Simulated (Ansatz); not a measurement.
Bands of a (11,11) blue phosphorus nanotube, along its axis.

Method: PBE (plane waves to 420 eV, PAW; Ansatz, a quantum-chemistry and plane-wave program). Mesh 1×1×10. No spin polarisation. It repeats along c; a and b span vacuum. A hypothetical model, rolled from the flat sheet. Only distortions within the start's symmetry and period were free.

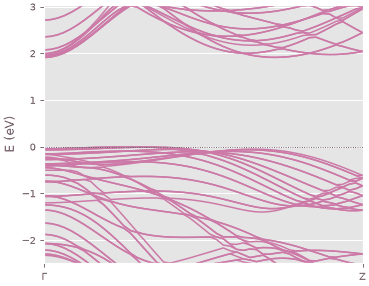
Figure: Bands from the zone centre to the zone edge (period 3.28 Å); the dotted line marks the highest filled level

### Question
Is it a metal or a semiconductor at this level? Give what the bands show.

### Answer
A semiconductor in PBE.
| Item | Result |
|---|---|
| PBE gap | 1.91 eV, indirect, from k = 0.135 × 2π/c to Γ |
